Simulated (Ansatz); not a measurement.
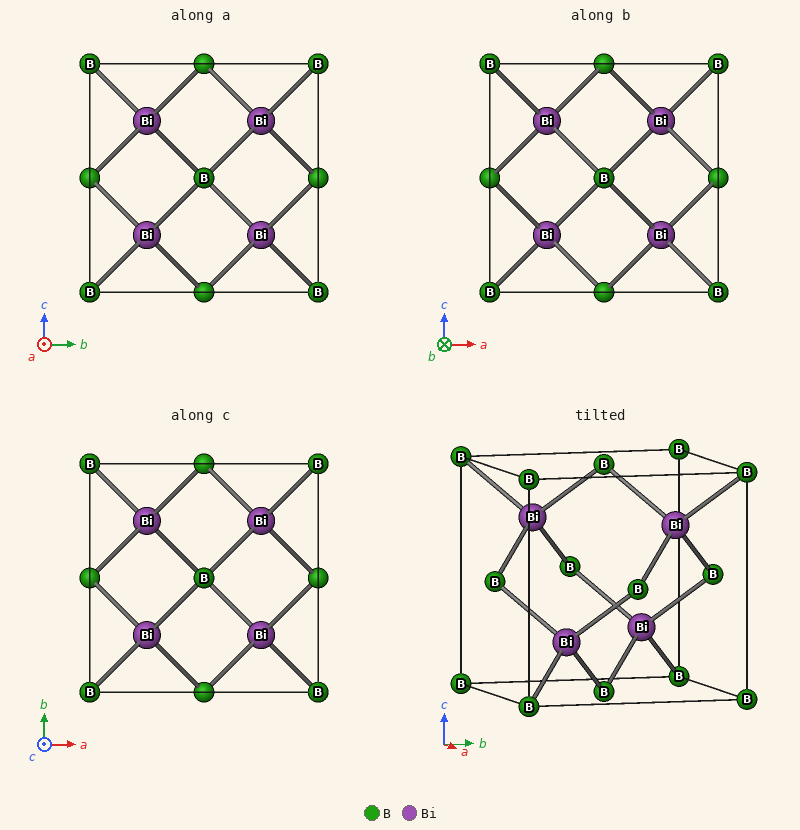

Ball-and-stick model, viewed along the a axis, along the b axis, along the c axis and slightly off an axis. The parallelepiped is the conventional unit cell.

Lattice parameters: a = 5.490 Å, b = 5.490 Å, c = 5.490 Å, α = 90.00°, β = 90.00°, γ = 90.00°. Put a along x and b in the xy plane.

Write down what is shown as a POSCAR file.

```
B Bi
1.0
     5.490    0.000    0.000
     0.000    5.490    0.000
     0.000    0.000    5.490
B Bi
4 4
Direct
  0.0000 0.0000 0.0000
  0.0000 0.5000 0.5000
  0.5000 0.0000 0.5000
  0.5000 0.5000 0.0000
  0.2500 0.2500 0.7500
  0.2500 0.7500 0.2500
  0.7500 0.2500 0.2500
  0.7500 0.7500 0.7500
```

Origin of the cell: a structure type filled with these elements by a generator (whether the compound takes this form wasn't checked). Earlier steps of the study may have refined or changed the cell and positions. It was run through Ansatz as a DFT input.
